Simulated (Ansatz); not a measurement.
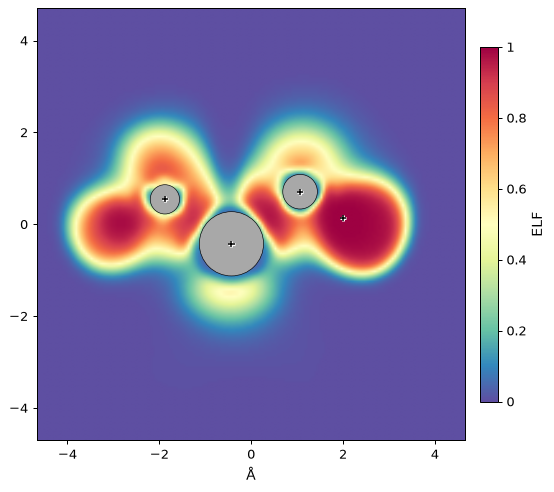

The ELF on a plane through atoms (crosses mark nuclei in the plane; grey discs cover the cores).

Theory: isolated molecule in a Gaussian basis; Kohn-Sham density functional theory, functional PBE0 (Ansatz 0.2.0).

Candidates:
A. C$_{3}$H$_{6}$SSi (SMILES [SiH3]C#CCS)
B. FH$_{5}$PSi$_{2}$ (SMILES F[SiH2][P][SiH3]) (doublet)
C. CH$_{9}$GeNSi

### Which system is this?

Candidate C: CH$_{9}$GeNSi on the plane of atoms Si4, C1 and H5, which holds C, N, Si and H. Si–N (1.74 Å): the ELF peaks at about 0.90 between the atoms; a polar covalent bond. C–Si (1.88 Å): the ELF peaks at about 0.95 between the atoms; a shared electron pair.
